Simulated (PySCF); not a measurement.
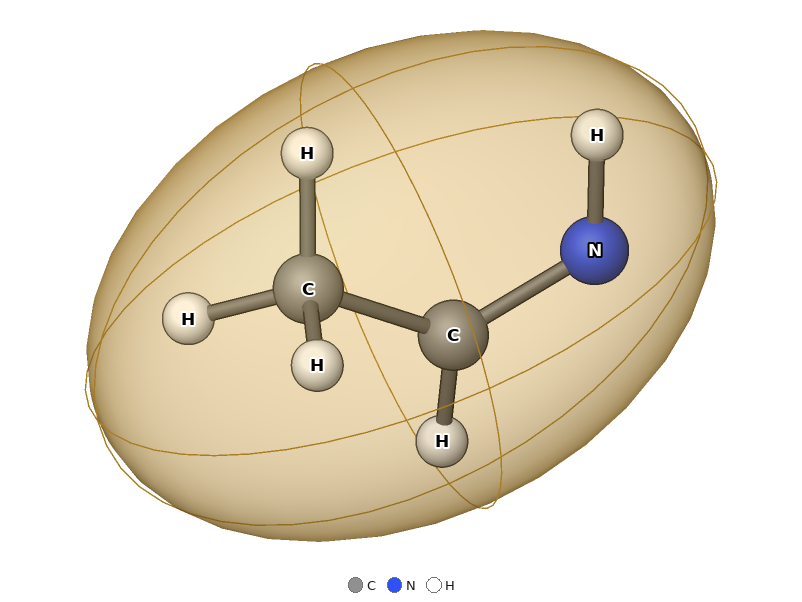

The ellipsoid shows the static dipole polarisability: its half-axes are proportional to the principal values. Geometry: a frame of a GFN2-xTB molecular-dynamics simulation, not a minimum. Computed with PBE0/def2-SVPD (PySCF 2.14.0).

**How large and how anisotropic is the polarisability?**

Principal values 26.8, 32.2, 43.3 bohr³; mean 34.1 bohr³ (5.05 Å³); anisotropy 14.6 bohr³, so the longest axis is 1.62 times the shortest.
